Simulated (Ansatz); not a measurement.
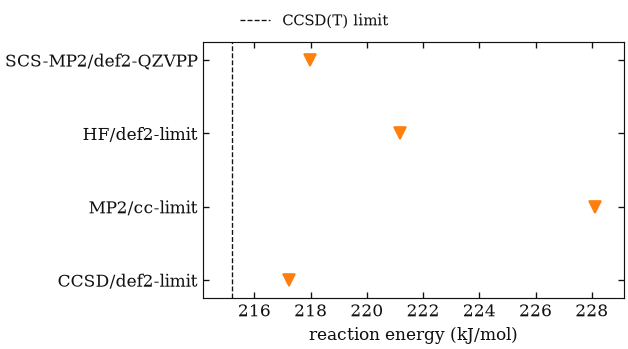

Electronic reaction energy of SiNH₄OF (N[SiH](O)F) → NH₃ (N) + SiHOF (O[Si]F) [singlet] (SMILES in brackets) at several levels (functionals in def2-TZVPP unless a basis is named), isolated molecules at PBE0-D4 triple-zeta geometries, minima by their frequencies, no zero-point or thermal terms, the Ansatz code 0.2.0. The line is frozen-core CCSD(T) at the basis limit (scheme: direct). The distance of SCS-MP2/def2-QZVPP to the limit includes basis error. The limit lies 7.8 kJ/mol from CCSD(T)/def2-TZVPP, so the line itself is uncertain by a part of that.

Q: Which level comes closest to the line (CCSD(T) limit), and which misses most?

A: Closest CCSD/def2-limit (217.2 kJ/mol), against 215.2 kJ/mol; farthest MP2/cc-limit (228.1 kJ/mol).

Q: Give the values.

A:
```
             level  kJ/mol  less CCSD(T) limit
SCS-MP2/def2-QZVPP   218.0                 2.8
     HF/def2-limit   221.2                 6.0
      MP2/cc-limit   228.1                12.9
   CCSD/def2-limit   217.2                 2.0
     CCSD(T) limit   215.2                 0.0
```
